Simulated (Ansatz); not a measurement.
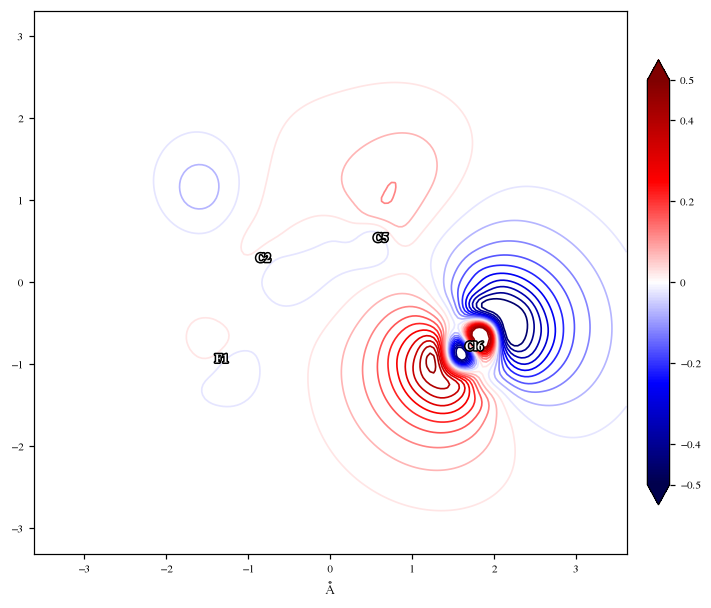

Figure 1: C2HClF2O. The HOMO−1 on the plane of atoms F1, C2 and C5 (values in Å⁻³ᐟ²; the overall sign is arbitrary).

Theory: Ansatz, RKS r2SCAN/def2-SVP.

```
atom    x (Å)    y (Å)    z (Å)
   F  -0.3602  -1.2506   1.2093
   C  -0.1067  -0.7289   0.0161
   F  -0.6235  -1.5134  -0.9278
   O   1.1577  -0.2678  -0.2058
   C   0.0819   0.6983  -0.1768
  Cl   0.0361   1.8063   1.1753
   H  -0.1240   1.1882  -1.1358
```

Question: Describe this orbital and give its energy.

Answer: It lies mainly on Cl6 (about 80 %) and O4 (about 10 %); largely a lone pair of Cl6. Its energy is −8.40 eV.
